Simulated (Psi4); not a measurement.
# C2H2S (SMILES C#CS): levels of theory compared

Aim: a comparison of 6 runs (HF/STO-3G, HF/3-21G, B3LYP/6-31G*, TPSSh/6-31G**, SVWN-RPA/DZP, SCS-OMP2/LANL2DZ) of C2H2S. 

The calculation is run with Psi4 1.11.

7 further runs of the same task are left out: 2 that didn't finish, 5 set aside as unsound or not needed.

## 1. The system as given

C2H2S: 5 atoms, total charge 0, spin state singlet. As SMILES, `C#CS`. The coordinates come from a PBE0-D4/def2-TZVP relaxation.

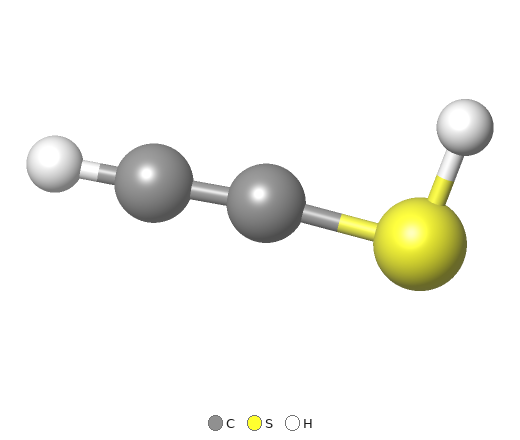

Viewed from a chosen angle; carbon grey, sulfur yellow, hydrogen white.

## 2. Energy and forces at HF/STO-3G (run 1)

File c2h2s.json:

```json
{
 "schema_name": "qcschema_input",
 "schema_version": 1,
 "molecule": {
  "schema_name": "qcschema_molecule",
  "schema_version": 2,
  "symbols": ["C", "C", "S", "H", "H"],
  "geometry": [-2.26162423, -0.64628633, 0.00359048, 0.00132281, -0.42273173, 0.04932185, 3.17266119, -0.37340988, 0.15760316, -4.26473392, -0.8190073, -0.04119603, 3.44667148, 2.12235141, -0.24755412],
  "molecular_charge": 0,
  "molecular_multiplicity": 1,
  "fix_symmetry": "c1"
 },
 "driver": "gradient",
 "model": {
  "method": "scf",
  "basis": "STO-3G"
 },
 "keywords": {
  "puream": true,
  "e_convergence": 1e-09,
  "d_convergence": 1e-08,
  "scf_type": "pk",
  "scf_properties": ["QUADRUPOLE", "WIBERG_LOWDIN_INDICES", "MAYER_INDICES"]
 }
}
```

Launch:

```bash
$ psi4 --qcschema c2h2s.json -n 1 --memory 1600MB
```

stdout:

```text
[...]
  Running in c1 symmetry.
[...]
  Nuclear repulsion =   78.999381590977592
[...]
  Multiplicity = 1
[...]
  Nalpha       = 15
  Nbeta        = 15
[...]
    Number of basis functions: 21
[...]
   @RHF iter   1:  -469.01135457367246   -1.71363e+00   8.64751e-03 DIIS/ADIIS
[...]
   @RHF iter  11:  -469.04100619696499   -7.38964e-13   3.64118e-09 DIIS
[...]
    Orbital Energies [Eh]
    ---------------------
    Doubly Occupied:
       1A    -90.814549     2A    -10.990279     3A    -10.979137
       4A     -8.708450     5A     -6.341260     6A     -6.338683
       7A     -6.335569     8A     -0.998244     9A     -0.890084
      10A     -0.656486    11A     -0.552481    12A     -0.445813
      13A     -0.402796    14A     -0.323864    15A     -0.259089
[...]
  @RHF Final Energy:  -469.04100619696499
   => Energetics <=
    Nuclear Repulsion Energy =             78.9993815909775918
    One-Electron Energy =                -806.0072059593771883
    Two-Electron Energy =                 257.9668181714346247
    Total Energy =                       -469.0410061969649860
[...]
 Multipole Moments:
 ------------------------------------------------------------------------------------
     Multipole            Electronic (a.u.)      Nuclear  (a.u.)        Total (a.u.)
 ------------------------------------------------------------------------------------
 L = 1.  Multiply by 2.5417464519 to convert [e a0] to [Debye]
 Dipole X            :          1.6914387           -1.6366175            0.0548212
 Dipole Y            :         -0.7254414            1.0482953            0.3228538
 Dipole Z            :          0.1827328           -0.2344416           -0.0517088
 Magnitude           :                                                    0.3315324
 L = 2.  Multiply by 1.3450342976 to convert [e a0^2] to [Debye ang]
 Quadrupole XX       :       -192.2021222          177.7755419          -14.4265803
 Quadrupole XY       :        -12.9091804           14.0058464            1.0966661
[...]
  -Total Gradient:
     Atom            X                  Y                   Z
    ------   -----------------  -----------------  -----------------
       1       -0.088349350046    -0.010219888199    -0.001531566002
       2        0.115984618737     0.010759987141     0.002455064807
       3       -0.030533269784    -0.007693986336     0.000161082440
       4        0.000677409508    -0.000032887261     0.000029351234
       5        0.002220591597     0.007186774655    -0.001113932479
[...]
```

The result, in JSON:

```text
{
 "driver": "gradient",
 "model": {
  "method": "scf",
  "basis": "STO-3G"
 },
 "success": true,
 "return_result": [-0.08834935004577626, -0.010219888198904653, -0.0015315660018649577, 0.11598461873745092, 0.010759987140940924, 0.00245506480671648, -0.030533269784331962, -0.007693986335604974, 0.00016108244028652935, 0.0006774095080264719, -3.2887261315173166e-05, 2.93512336440125e-05, 0.002220591596878367, 0.007186774655154715, -0.0011139324787005564],
 "properties": {
  "calcinfo_nbasis": 21,
  "calcinfo_nmo": 21,
  "calcinfo_nalpha": 15,
  "calcinfo_nbeta": 15,
  "calcinfo_natom": 5,
  "nuclear_repulsion_energy": 78.99938159097759,
  "return_energy": -469.041006196965,
  "return_gradient": [-0.08834935004577626, -0.010219888198904653, -0.0015315660018649577, 0.11598461873745092, 0.010759987140940924, 0.00245506480671648, -0.030533269784331962, -0.007693986335604974, 0.00016108244028652935, 0.0006774095080264719, -3.2887261315173166e-05, 2.93512336440125e-05, 0.002220591596878367, 0.007186774655154715, -0.0011139324787005564],
  "scf_one_electron_energy": -806.0072059593772,
  "scf_two_electron_energy": 257.9668181714346,
  "scf_dipole_moment": [0.054821172832322684, 0.32285382027333, -0.05170884657153288],
  "scf_total_energy": -469.041006196965,
  "scf_total_gradient": [-0.08834935004577626, -0.010219888198904653, -0.0015315660018649577, 0.11598461873745092, 0.010759987140940924, 0.00245506480671648, -0.030533269784331962, -0.007693986335604974, 0.00016108244028652935, 0.0006774095080264719, -3.2887261315173166e-05, 2.93512336440125e-05, 0.002220591596878367, 0.007186774655154715, -0.0011139324787005564],
  "scf_iterations": 11
 }
}
```

It took 1.5 s on 1 thread of Intel Xeon Platinum 8488C (Sapphire Rapids), shared host; peak memory 0.18 GiB.

## 3. A single-point energy at HF/3-21G (run 2)

File c2h2s.xyz:

```xyz
5
C2H2S
C     -1.196800    -0.342000     0.001900
C      0.000700    -0.223700     0.026100
S      1.678900    -0.197600     0.083400
H     -2.256800    -0.433400    -0.021800
H      1.823900     1.123100    -0.131000
```

File job.py:

```python
import psi4

psi4.set_memory(1600000000)
psi4.set_num_threads(1)
psi4.core.set_output_file('c2h2s.out', False)

with open('c2h2s.xyz') as f:
    atoms = ''.join(f.readlines()[2:])
mol = psi4.geometry('0 1\n' + atoms + 'symmetry c1\nno_reorient\nno_com')

options = {'reference': 'rhf', 'puream': True, 'e_convergence': 1e-09, 'd_convergence': 1e-08, 'scf_type': 'pk'}
psi4.set_options(options)

energy_value = psi4.energy('hf/3-21G', molecule=mol)
print(f'hf/3-21G energy: {energy_value:.10f} Eh')
```

Launch:

```bash
$ python job.py
```

c2h2s.out:

```text
[...]
  Running in c1 symmetry.
[...]
  Nuclear repulsion =   78.999381575899974
[...]
  Multiplicity = 1
[...]
  Nalpha       = 15
  Nbeta        = 15
[...]
    Number of basis functions: 35
[...]
   @RHF iter   1:  -471.89707530764724   -5.29989e-01   6.86383e-03 ADIIS/DIIS
[...]
   @RHF iter  12:  -471.94389431924191   -7.38964e-13   3.70121e-09 DIIS
[...]
    Orbital Energies [Eh]
    ---------------------
    Doubly Occupied:
       1A    -91.357904     2A    -11.218440     3A    -11.193740
       4A     -8.955587     5A     -6.630926     6A     -6.628609
       7A     -6.625492     8A     -1.095727     9A     -0.993010
      10A     -0.733066    11A     -0.648242    12A     -0.538194
      13A     -0.488250    14A     -0.406037    15A     -0.352942
[...]
  @RHF Final Energy:  -471.94389431924191
   => Energetics <=
    Nuclear Repulsion Energy =             78.9993815758999745
    One-Electron Energy =                -806.1542201848185414
    Two-Electron Energy =                 255.2109442896766325
    Total Energy =                       -471.9438943192419629
[...]
 Multipole Moments:
 ------------------------------------------------------------------------------------
     Multipole            Electronic (a.u.)      Nuclear  (a.u.)        Total (a.u.)
 ------------------------------------------------------------------------------------
 L = 1.  Multiply by 2.5417464519 to convert [e a0] to [Debye]
 Dipole X            :        -36.6470092           36.3827081           -0.2643011
 Dipole Y            :         11.5442373          -11.0853224            0.4589149
 Dipole Z            :         -2.6364140            2.5503744           -0.0860396
 Magnitude           :                                                    0.5365266
[...]
```

The script printed:

```text
hf/3-21G energy: -471.9438943192 Eh
```

Run time: 1.5 s. Hardware: 1 thread of Intel Xeon Platinum 8488C (Sapphire Rapids), shared host; peak memory 0.18 GiB.

Runs 3 to 5 aren't shown in full; the table further down has their settings and results.

## 4. The energy at SCS-OMP2/LANL2DZ (core potential, Cartesian functions) (run 6)

File input.dat:

```
memory 1600 mb

molecule {
  0 1
  C     -1.196800    -0.342000     0.001900
  C      0.000700    -0.223700     0.026100
  S      1.678900    -0.197600     0.083400
  H     -2.256800    -0.433400    -0.021800
  H      1.823900     1.123100    -0.131000
  units angstrom
  symmetry c1
}

set globals {
  basis LANL2DZ
  scf_type pk
  mp2_type conv
}

E, wfn = energy("scs-omp2", return_wfn=True)
```

Launch:

```bash
$ psi4 -n 1 input.dat output.dat
```

output.dat:

```text
[...]
    !!!  WARNING: ECP capability is in beta. Please check occupations closely.  !!!
[...]
  Running in c1 symmetry.
[...]
  Nuclear repulsion =   43.796856534564668
[...]
  Multiplicity = 1
[...]
  Nalpha       = 10
  Nbeta        = 10
[...]
    Number of basis functions: 30
[...]
   @RHF iter   1:   -86.58017157351134   -1.51429e+00   1.02917e-02 ADIIS/DIIS
[...]
   @RHF iter  12:   -86.66302483571769   -1.05160e-12   5.44345e-09 DIIS
[...]
    Orbital Energies [Eh]
    ---------------------
    Doubly Occupied:
       1A    -11.279350     2A    -11.262786     3A     -1.101845
       4A     -0.996054     5A     -0.735918     6A     -0.652220
       7A     -0.538547     8A     -0.491569     9A     -0.409778
      10A     -0.355443
[...]
  @RHF Final Energy:   -86.66302483571769
   => Energetics <=
    Nuclear Repulsion Energy =             43.7968565345646681
    One-Electron Energy =                -205.2727433087979421
    Two-Electron Energy =                  74.8128619385155957
    Total Energy =                        -86.6630248357176924
[...]
 Multipole Moments:
 ------------------------------------------------------------------------------------
     Multipole            Electronic (a.u.)      Nuclear  (a.u.)        Total (a.u.)
 ------------------------------------------------------------------------------------
 L = 1.  Multiply by 2.5417464519 to convert [e a0] to [Debye]
 Dipole X            :         20.4328808          -20.6901209           -0.2572402
 Dipole Y            :         -0.2434316            0.7378549            0.4944232
 Dipole Z            :          0.7905157           -0.8822012           -0.0916855
 Magnitude           :                                                    0.5648301
[...]
	SCS-MP2 Total Energy (a.u.)        :   -86.88675085364872
	SOS-MP2 Total Energy (a.u.)        :   -86.88650175033985
[...]
	MP2 Total Energy (a.u.)            :   -86.88949490538920
[...]
	SCS-OMP2 Total Energy (a.u.)       :   -86.88882067144208
	SOS-OMP2 Total Energy (a.u.)       :   -86.87096882982239
[...]
	OMP2 Total Energy (a.u.)           :   -86.88949482861496
[...]
```

Wall time 2.5 s (1 thread of Intel Xeon Platinum 8488C (Sapphire Rapids), shared host); peak memory 0.19 GiB.

## 5. The series

| run | level | task | Cartesian functions | energy (Eh) | dipole moment (D) | HOMO energy (eV) | LUMO energy (eV) | wall time |
| --- | --- | --- | --- | --- | --- | --- | --- | --- |
| 1 | HF/STO-3G | gradient | no | -469.041006 | 0.84 | -7.05 | 9.90 | 1.5 s |
| 2 | HF/3-21G | energy | no | -471.943894 | 1.36 | -9.60 | 4.21 | 1.5 s |
| 3 | B3LYP/6-31G* (Cartesian functions) | energy | yes | -475.514440 | 0.98 | -6.46 | -0.08 | 6.3 s |
| 4 | TPSSh/6-31G** (spherical functions) | gradient | no | -475.520511 | 0.99 | -6.10 | -0.32 | 17 s |
| 5 | SVWN-RPA/DZP (Cholesky decomposition, Cartesian functions) | energy | yes | -474.012945 | 1.07 | -6.30 | – | 3 s |
| 6 | SCS-OMP2/LANL2DZ (core potential, Cartesian functions) | energy | yes | -86.888821 | – | -9.67 | 3.92 | 2.5 s |

## 6. Summary of results

```
                                    quantity         value
                         run 6: total energy  -86.88882 Eh
  run 6: HOMO energy (Hartree–Fock orbitals)      -9.67 eV
  run 6: LUMO energy (Hartree–Fock orbitals)       3.92 eV
run 6: HOMO–LUMO gap (Hartree–Fock orbitals)      13.59 eV
                   run 6: correlation energy    -225.8 mEh
```

**Reading.** Over runs 1, 2, 3, 4, 5 the dipole moment (its size) runs from 0.84 D (HF/STO-3G) to 1.36 D (HF/3-21G). Over runs 1, 2, 3, 4 the HOMO–LUMO gap runs from 5.77 eV (TPSSh/6-31G**) to 16.95 eV (HF/STO-3G). The two ends differ in method and basis. Totals of different functionals can't be ranked against each other. Some runs of one species differ in core potentials or relativity; totals across that change don't compare. In run 1 the basis is minimal, so the values are rough. All runs together took 31 s, the longest 17 s.
